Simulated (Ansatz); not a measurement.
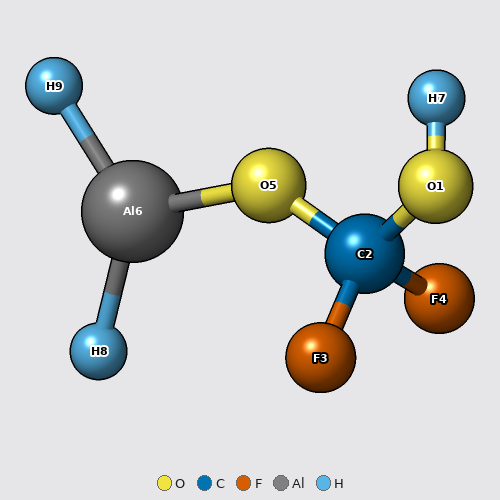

The system is CH3AlF2O2, SMILES OC(F)(F)[O][AlH2]; the picture shows the reference structure. Coordinates scanned: (1) dihedral C2–O5–Al6–H8; (2) dihedral O1–C2–O5–Al6. Nothing is relaxed (all other coordinates rigid). The grid has 15 × 15 points. Points are written as (first, second). All energies are given in cm⁻¹ relative to the lowest grid point. The calculation used RHF/def2-SVP in Ansatz 0.2.0.

Its coordinates:

```xyz
9

O     1.9333   -0.9095    0.2115
C     0.6515   -0.6446    0.4840
F     0.5923   -0.1633    1.7175
F    -0.0585   -1.7772    0.5087
O     0.1038    0.1951   -0.3827
Al   -1.3449    1.1167   -0.5443
H     2.0672   -0.8723   -0.7238
H    -2.4343    1.0570    0.5775
H    -1.4219    1.9518   -1.8655
```

Range: dihedral C2–O5–Al6–H8 from −180 to 156°; dihedral O1–C2–O5–Al6 from −180 to 156°.

### What will the energy surface look like?

The lowest grid point is at (12°, −180°). There is a further well near (−180°, −180°) (215 cm⁻¹ above the lowest at that grid point). The highest grid point, (−84°, 12°), lies 4277 cm⁻¹ above the lowest. On the interpolated surface the easiest way out of the lowest well to the well at about (−180°, −170°) passes a barrier of about 830 cm⁻¹, counted from the interpolated bottom of the well. Round the minimum the valley is somewhat tilted: raising dihedral C2–O5–Al6–H8 shifts the best value of dihedral O1–C2–O5–Al6 downwards (coupling k₁₂/√(k₁₁k₂₂) about 0.4). At the highest point the unbonded atoms Al6···H7 come to 2.66 Å, against 3.94 Å at the lowest; the sum of their van der Waals radii is about 3.5 Å.

```tsv
dihedral O1–C2–O5–Al6 ↓, dihedral C2–O5–Al6–H8 →	−180	−156	−132	−108	−84	−60	−36	−12	12	36	60	84	108	132	156
156	483	438	565	749	831	747	542	314	198	282	513	740	845	805	653
132	956	911	919	970	974	899	796	711	655	670	766	871	924	946	969
108	1406	1558	1592	1527	1372	1185	1078	1114	1235	1335	1365	1303	1183	1121	1210
84	1773	2181	2432	2392	2084	1689	1458	1527	1823	2133	2250	2081	1723	1438	1456
60	2023	2663	3227	3397	3064	2428	1922	1887	2307	2878	3238	3135	2585	1950	1705
36	2017	2686	3571	4121	4034	3361	2530	2116	2409	3172	3882	4096	3649	2778	2058
12	2063	2218	3050	3924	4277	3950	3165	2410	2206	2739	3615	4225	4206	3567	2666
−12	2233	1891	2169	2885	3461	3535	3135	2524	2067	2107	2679	3358	3671	3470	2889
−36	1984	1681	1632	1919	2313	2486	2355	2054	1768	1673	1886	2301	2605	2604	2348
−60	1420	1316	1306	1394	1523	1572	1482	1334	1246	1272	1408	1605	1750	1737	1588
−84	952	940	1016	1095	1099	1017	889	778	769	890	1070	1203	1237	1178	1059
−108	688	710	809	896	859	697	521	432	464	620	828	952	925	816	728
−132	459	566	704	802	749	531	282	171	247	452	690	823	763	580	448
−156	241	389	613	771	749	520	205	8	55	302	599	783	745	520	292
−180	215	284	517	738	787	619	313	49	0	198	512	755	799	630	370
```

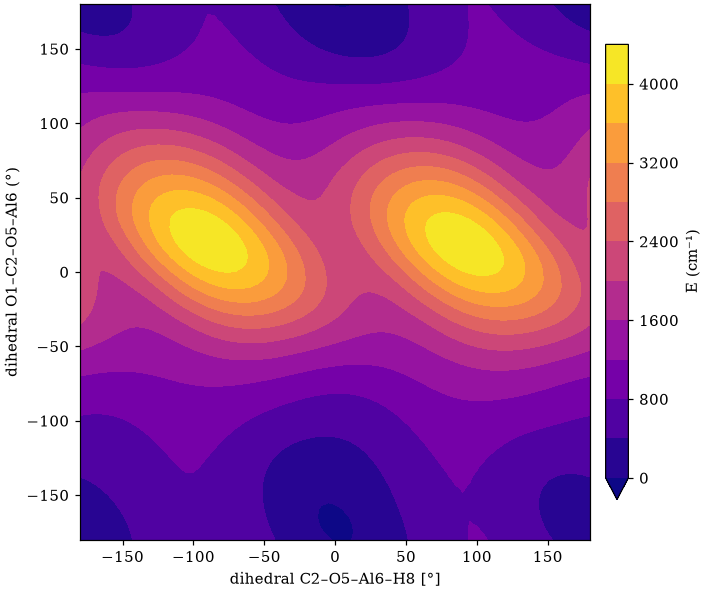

In the figure: filled contours. Between grid points the surface is interpolated.

The whole map (225 points run) took 7.6 min on 1 thread of Arm Neoverse V2 (shared host).
